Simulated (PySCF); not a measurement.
C$_{7}$H$_{9}$FSi: geometry relaxation

- system: C$_{7}$H$_{9}$FSi
- method: PBE0-D3(BJ)/def2-SVP geometry optimisation, gas phase (PySCF 2.14.0)

It belongs to a series of runs on one base structure; here: H on C replaced by CH2SiH3.

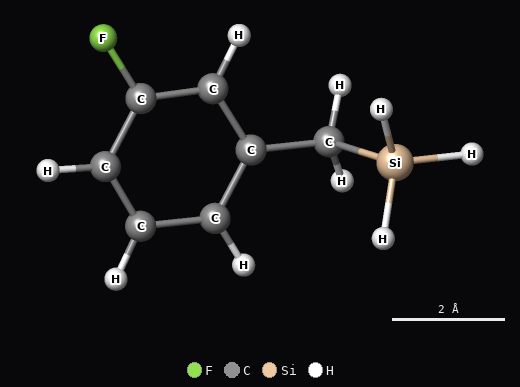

The starting structure (ball-and-stick view, seen at a tilt).

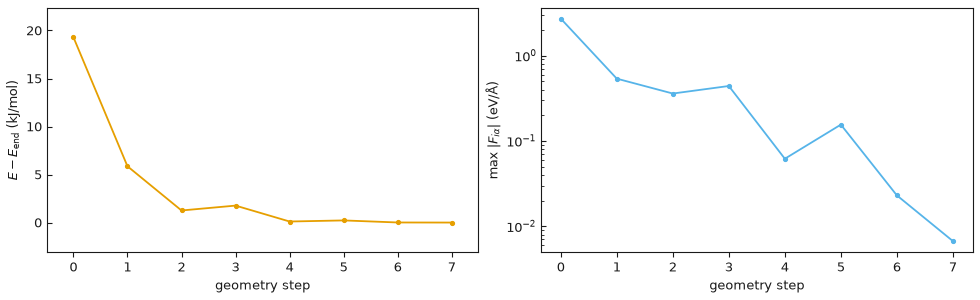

Progress of the relaxation, step by step (steps are counted from 0).

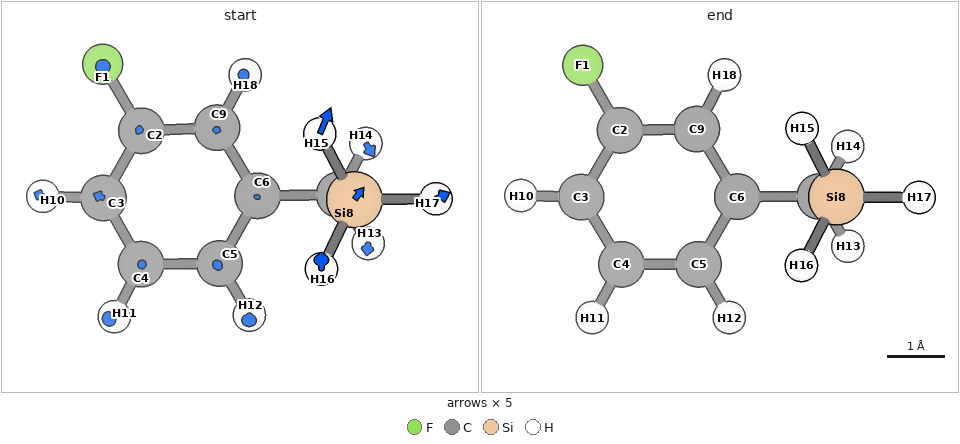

Before (left) and after (right) the relaxation, at one scale (ball-and-stick view, seen at a tilt). The blue arrows give the displacements, magnified 5 times. H15 moves most after the best rigid fit: 0.11 Å. By element the largest moves are H 0.11 Å, F 0.09 Å, Si 0.06 Å, C 0.05 Å. Among the contacts that change: C4–H11 1.052 → 1.093 Å, F1–C2 1.373 → 1.333 Å, C3–C4 1.353 → 1.393 Å, Si8–H15 1.460 → 1.494 Å. Among the angles that change: C3–C4–H11 122.9° → 119.5°, C2–C3–C4 120.3° → 118.1°, C2–C9–H18 121.0° → 118.8°. The energy falls by 19.3 kJ/mol in 7 geometry steps. The largest force component goes from 2.7 to 0.0067 eV/Å. (Atoms are counted from 1 in the order of the input.)

The input that produced these results follows, with the program's output.

Input file
```
{"job": {"xc": "PBE0", "basis": "def2-SVP", "d3": "d3bj", "grid": 1, "shake": 0.01, "kind": "geom"}, "charge": 0, "multiplicity": 1}
F      2.651870    -0.093380     2.278750
C      1.941200     0.041180     1.111360
C      2.490760     0.752150     0.060940
C      1.826260     0.858900    -1.113190
C      0.546790     0.256940    -1.238050
C     -0.012290    -0.448300    -0.175420
C     -1.352550    -1.063350    -0.292790
Si    -2.689680     0.197090     0.239390
C      0.705510    -0.548550     1.033780
H      3.478820     1.206020     0.196330
H      2.201230     1.398470    -1.934460
H      0.006290     0.351790    -2.147030
H     -1.573320    -1.356600    -1.333070
H     -1.445670    -1.949200     0.338880
H     -2.469150     0.563220     1.635620
H     -2.623450     1.380190    -0.616440
H     -4.010710    -0.441780     0.106530
H      0.300580    -1.092830     1.863150
```

The first line tells a small driver script what to run in PySCF; the rest is the geometry in Å.

Launched with:
```bash
OMP_NUM_THREADS=1 python <driver script> task.json out
```

Log
```
step   0  E = -660.59959440  max force = 0.052711
step   1  E = -660.60471452  max force = 0.010435
step   2  E = -660.60646808  max force = 0.006983
step   3  E = -660.60627453  max force = 0.008558
step   4  E = -660.60690569  max force = 0.001201
step   5  E = -660.60686232  max force = 0.003018
step   6  E = -660.60694402  max force = 0.000448
step   7  E = -660.60694714  max force = 0.000130
optimisation converged
```

Trajectory as extended XYZ (Å, eV, eV/Å), 8 frames, from step=0 to step=7
```
18
Properties=species:S:1:pos:R:3:forces:R:3 step=0 energy=-17975.83057
F     2.6519   -0.0934    2.2788   -0.6759   0.2652  -1.3037
C     1.9412    0.0412    1.1114    0.7332  -0.2961   1.6580
C     2.4908    0.7521    0.0609    1.7958   0.3362   1.1375
C     1.8263    0.8589   -1.1132   -2.7105  -1.1118  -0.1584
C     0.5468    0.2569   -1.2381    1.3701   0.3388   0.9337
C    -0.0123   -0.4483   -0.1754    0.5045  -0.0178   0.1637
C    -1.3525   -1.0634   -0.2928   -0.6921   0.3717  -0.1904
Si   -2.6897    0.1971    0.2394    0.3277  -0.8429  -0.2627
C     0.7055   -0.5485    1.0338   -0.1947   0.1907  -0.9206
H     3.4788    1.2060    0.1963   -0.0934  -0.0676   0.0404
H     2.2012    1.3985   -1.9345    0.7667   0.8148  -1.1562
H     0.0063    0.3518   -2.1470   -0.5815   0.0712  -1.0461
H    -1.5733   -1.3566   -1.3331    0.0268  -0.0414   0.0767
H    -1.4457   -1.9492    0.3389   -0.0647  -0.2671   0.1418
H    -2.4691    0.5632    1.6356    0.0915   0.2223   0.6104
H    -2.6235    1.3802   -0.6164    0.0348   0.5042  -0.3384
H    -4.0107   -0.4418    0.1065   -0.4422  -0.1078  -0.0257
H     0.3006   -1.0928    1.8632   -0.1962  -0.3626   0.6401
18
Properties=species:S:1:pos:R:3:forces:R:3 step=1 energy=-17975.96989
F     2.3651    0.3674    2.4132    0.4447  -0.3336   0.5366
C     1.8805    0.1962    1.1962   -0.4190   0.5119  -0.2915
C     2.5105    0.8289    0.1337   -0.3398   0.0088  -0.3264
C     1.8533    0.8264   -1.1015    0.3636   0.1175  -0.0698
C     0.6347    0.1776   -1.2652   -0.2299   0.0090  -0.1405
C     0.0330   -0.4991   -0.1943   -0.0033   0.0477  -0.0030
C    -1.3164   -1.1396   -0.3395    0.0060  -0.0365   0.0812
Si   -2.6966    0.0527    0.1841    0.0270   0.0953   0.0070
C     0.6726   -0.4718    1.0494   -0.0200  -0.2452   0.0649
H     3.4442    1.3641    0.2960    0.0800   0.0420   0.0094
H     2.2944    1.3706   -1.9491   -0.0524  -0.1633   0.1760
H     0.1132    0.2271   -2.2305    0.1392  -0.0687   0.1314
H    -1.4958   -1.4501   -1.3791   -0.0166  -0.0276  -0.0445
H    -1.3984   -2.0392    0.2929    0.0162  -0.0017  -0.0443
H    -2.4992    0.4407    1.6147   -0.0031  -0.0059  -0.0207
H    -2.6437    1.2832   -0.6640   -0.0084  -0.0132   0.0094
H    -4.0461   -0.5761    0.0407    0.0147  -0.0410  -0.0230
H     0.2326   -0.9595    1.9255    0.0010   0.1042  -0.0522
18
Properties=species:S:1:pos:R:3:forces:R:3 step=2 energy=-17976.01761
F     2.4814    0.1952    2.4077    0.0557   0.2019  -0.1338
C     1.8794    0.2306    1.2183   -0.1842  -0.3591  -0.2286
C     2.4788    0.8641    0.1358    0.3328   0.2032   0.1528
C     1.8453    0.8494   -1.1064   -0.1171  -0.0696   0.2400
C     0.6231    0.1991   -1.2511   -0.0285  -0.0030  -0.0549
C     0.0254   -0.4605   -0.1667   -0.0394   0.0845  -0.0524
C    -1.3115   -1.1223   -0.3255   -0.0083  -0.0191   0.0674
Si   -2.7187    0.0534    0.1611   -0.0009   0.0121  -0.0014
C     0.6678   -0.4356    1.0778   -0.0234   0.0111  -0.0271
H     3.4391    1.3618    0.2790    0.0340   0.0117   0.0039
H     2.3082    1.3490   -1.9618   -0.0066  -0.0186   0.0553
H     0.1188    0.2017   -2.2211    0.0101  -0.0378   0.0054
H    -1.4709   -1.4442   -1.3665   -0.0002  -0.0037   0.0014
H    -1.3868   -2.0206    0.3084   -0.0069  -0.0066  -0.0081
H    -2.5592    0.4569    1.5909   -0.0020   0.0031  -0.0022
H    -2.6772    1.2756   -0.6977   -0.0004  -0.0040   0.0006
H    -4.0466   -0.6147   -0.0076    0.0032  -0.0121  -0.0088
H     0.2416   -0.9395    1.9485   -0.0179   0.0060  -0.0094
18
Properties=species:S:1:pos:R:3:forces:R:3 step=3 energy=-17976.01234
F     2.5191    0.1894    2.3743   -0.2401  -0.0367   0.1545
C     1.8787    0.2231    1.2039    0.3710  -0.0814   0.1021
C     2.5061    0.8790    0.1526   -0.4401  -0.2009  -0.1419
C     1.8480    0.8481   -1.0744    0.1693   0.2205  -0.3261
C     0.6254    0.2037   -1.2526    0.0452  -0.0328   0.2180
C     0.0128   -0.4518   -0.1756   -0.0051   0.0112  -0.0099
C    -1.3224   -1.1207   -0.3225    0.0251   0.0300  -0.0199
Si   -2.7355    0.0505    0.1572   -0.0112  -0.0043  -0.0064
C     0.6597   -0.4322    1.0655    0.1428   0.0737   0.1341
H     3.4705    1.3707    0.2992   -0.0820  -0.0428  -0.0082
H     2.3159    1.3409   -1.9280    0.0050   0.0461  -0.0880
H     0.1436    0.2008   -2.2326    0.0166   0.0153  -0.0208
H    -1.4844   -1.4513   -1.3607   -0.0047   0.0050   0.0006
H    -1.3906   -2.0158    0.3165    0.0014   0.0031   0.0008
H    -2.5784    0.4674    1.5832   -0.0026   0.0029   0.0008
H    -2.7057    1.2650   -0.7123    0.0001  -0.0006  -0.0019
H    -4.0559   -0.6341   -0.0064    0.0025  -0.0019  -0.0032
H     0.2310   -0.9332    1.9359    0.0067  -0.0064   0.0154
18
Properties=species:S:1:pos:R:3:forces:R:3 step=4 energy=-17976.02952
F     2.4971    0.1954    2.3900   -0.0404   0.0246   0.0328
C     1.8833    0.2140    1.2066    0.0618  -0.0489   0.0045
C     2.4938    0.8683    0.1440   -0.0072  -0.0029  -0.0267
C     1.8503    0.8550   -1.0915   -0.0090  -0.0194   0.0536
C     0.6294    0.2031   -1.2470   -0.0590  -0.0043  -0.0538
C     0.0192   -0.4543   -0.1695    0.0263   0.0066   0.0013
C    -1.3173   -1.1191   -0.3217    0.0121   0.0213  -0.0066
Si   -2.7308    0.0524    0.1565   -0.0040  -0.0016  -0.0065
C     0.6648   -0.4390    1.0728    0.0429   0.0223   0.0144
H     3.4542    1.3643    0.2935   -0.0037  -0.0050   0.0114
H     2.3136    1.3545   -1.9455   -0.0122   0.0054  -0.0014
H     0.1384    0.1991   -2.2231   -0.0066   0.0007  -0.0118
H    -1.4772   -1.4460   -1.3612   -0.0057  -0.0006  -0.0034
H    -1.3893   -2.0160    0.3145    0.0016   0.0022  -0.0024
H    -2.5786    0.4659    1.5841   -0.0021   0.0022  -0.0008
H    -2.6961    1.2690   -0.7101   -0.0003  -0.0005  -0.0011
H    -4.0515   -0.6298   -0.0137    0.0026  -0.0031  -0.0029
H     0.2346   -0.9375    1.9443    0.0029   0.0009  -0.0005
18
Properties=species:S:1:pos:R:3:forces:R:3 step=5 energy=-17976.02834
F     2.4828    0.2038    2.4077    0.0424   0.0269  -0.0609
C     1.8918    0.2092    1.2127   -0.1003  -0.0134  -0.0131
C     2.4956    0.8625    0.1459    0.0123  -0.0090   0.0453
C     1.8434    0.8496   -1.0856    0.0548   0.0554  -0.1108
C     0.6218    0.2013   -1.2513    0.0973   0.0175   0.1552
C     0.0240   -0.4567   -0.1678   -0.0598  -0.0289  -0.0470
C    -1.3135   -1.1178   -0.3236   -0.0069  -0.0146   0.0543
Si   -2.7277    0.0541    0.1511    0.0006  -0.0047   0.0006
C     0.6739   -0.4420    1.0733   -0.0605  -0.0412  -0.0226
H     3.4535    1.3638    0.2922    0.0060   0.0085  -0.0156
H     2.3024    1.3563   -1.9379    0.0151   0.0075   0.0020
H     0.1269    0.2022   -2.2260    0.0167   0.0033   0.0200
H    -1.4724   -1.4426   -1.3640    0.0030  -0.0016   0.0019
H    -1.3881   -2.0156    0.3109   -0.0117  -0.0038   0.0000
H    -2.5809    0.4673    1.5795   -0.0017   0.0022  -0.0018
H    -2.6901    1.2711   -0.7148    0.0004  -0.0002  -0.0018
H    -4.0476   -0.6282   -0.0243    0.0013  -0.0020  -0.0029
H     0.2422   -0.9389    1.9451   -0.0090  -0.0020  -0.0029
18
Properties=species:S:1:pos:R:3:forces:R:3 step=6 energy=-17976.03056
F     2.4844    0.2073    2.4017    0.0059  -0.0101  -0.0040
C     1.8873    0.2082    1.2099   -0.0230   0.0217   0.0040
C     2.4967    0.8626    0.1467   -0.0015  -0.0031  -0.0006
C     1.8498    0.8528   -1.0872    0.0100   0.0021  -0.0115
C     0.6280    0.2033   -1.2477    0.0010   0.0029   0.0167
C     0.0222   -0.4568   -0.1697    0.0012  -0.0060  -0.0093
C    -1.3154   -1.1187   -0.3231    0.0056   0.0059   0.0070
Si   -2.7300    0.0529    0.1514   -0.0002  -0.0008  -0.0024
C     0.6692   -0.4436    1.0723    0.0028  -0.0115   0.0043
H     3.4548    1.3624    0.2972    0.0007   0.0011   0.0001
H     2.3099    1.3592   -1.9391    0.0010  -0.0005   0.0019
H     0.1349    0.2049   -2.2231    0.0028   0.0010   0.0013
H    -1.4753   -1.4448   -1.3630   -0.0009  -0.0021  -0.0009
H    -1.3894   -2.0158    0.3124   -0.0027  -0.0002  -0.0014
H    -2.5825    0.4681    1.5791   -0.0014   0.0013  -0.0016
H    -2.6939    1.2688   -0.7161   -0.0001  -0.0004  -0.0015
H    -4.0493   -0.6310   -0.0223    0.0013  -0.0021  -0.0024
H     0.2366   -0.9403    1.9437   -0.0024   0.0006   0.0002
18
Properties=species:S:1:pos:R:3:forces:R:3 step=7 energy=-17976.03065
F     2.4847    0.2030    2.4035   -0.0014   0.0038   0.0037
C     1.8851    0.2093    1.2130    0.0027  -0.0067   0.0002
C     2.4959    0.8637    0.1505    0.0017   0.0026   0.0007
C     1.8511    0.8542   -1.0844   -0.0008   0.0003   0.0050
C     0.6293    0.2048   -1.2452   -0.0016   0.0012   0.0000
C     0.0226   -0.4564   -0.1685   -0.0036  -0.0014  -0.0039
C    -1.3145   -1.1185   -0.3241    0.0032   0.0031   0.0032
Si   -2.7309    0.0525    0.1459   -0.0005  -0.0010  -0.0023
C     0.6679   -0.4440    1.0744    0.0029   0.0007  -0.0024
H     3.4544    1.3625    0.3022   -0.0001  -0.0002   0.0023
H     2.3123    1.3604   -1.9358    0.0006   0.0001   0.0012
H     0.1371    0.2068   -2.2209    0.0007  -0.0005  -0.0004
H    -1.4723   -1.4454   -1.3641    0.0000  -0.0019  -0.0006
H    -1.3896   -2.0153    0.3117   -0.0023   0.0000  -0.0004
H    -2.5876    0.4698    1.5735   -0.0012   0.0009  -0.0016
H    -2.6941    1.2673   -0.7230   -0.0001  -0.0003  -0.0017
H    -4.0488   -0.6333   -0.0304    0.0005  -0.0013  -0.0020
H     0.2351   -0.9421    1.9448   -0.0007   0.0004  -0.0009
```

Results in brief

- outcome: converged
- total energy: −660.606947 hartree
- dipole moment: 1.55 D
- point group: C1
- hardware: 1 CPU thread, shared host
- wall time: 6 min
- peak memory: 0.74 GiB
